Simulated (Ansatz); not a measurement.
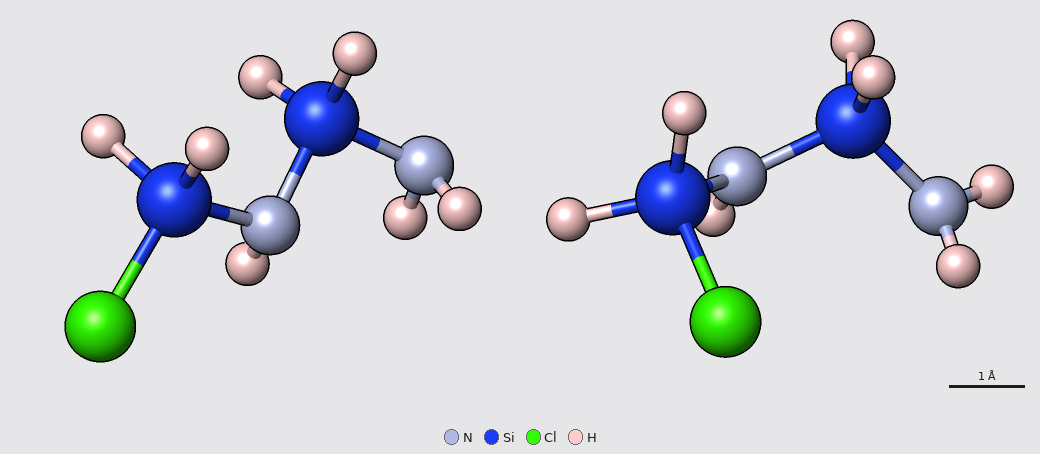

Two geometries of Si₂N₂H₇Cl, drawn at one scale. One is the start of a relaxation, the other its converged end. Style: ball-and-stick. Shown from a free direction.

Method: RKS B3LYP-D4/def2-mTZVP (Ansatz). (no spin polarisation; force threshold 0.015 eV/Å; at most 40 steps)

Question: Which one is relaxed?

Answer: The right one is the relaxed one. The run prepares an end point of a later path (inversion) calculation, from a guessed geometry. The energy falls by 1.601 eV in 24 geometry steps. The largest force component goes from 3.6 to 0.011 eV/Å. The largest move after the best rigid fit is that of the Cl atom, 1.56 Å. By element the largest moves are Cl 1.56 Å, H 1.43 Å, N 1.05 Å, Si 0.29 Å. Some distances before and after: Si–Si 2.765 → 3.116 Å, Cl–Si 2.021 → 2.100 Å, N–Si 1.648 → 1.720 Å, N–Si 1.673 → 1.745 Å. Bond angles that change, for instance: Si–N–Si 109.2° → 128.5°, N–Si–N 97.7° → 110.6°, Si–N–H 109.0° → 121.3°. Cost: 87 s on 2 threads of Arm Neoverse V2 (shared host), peak memory 0.3 GiB.
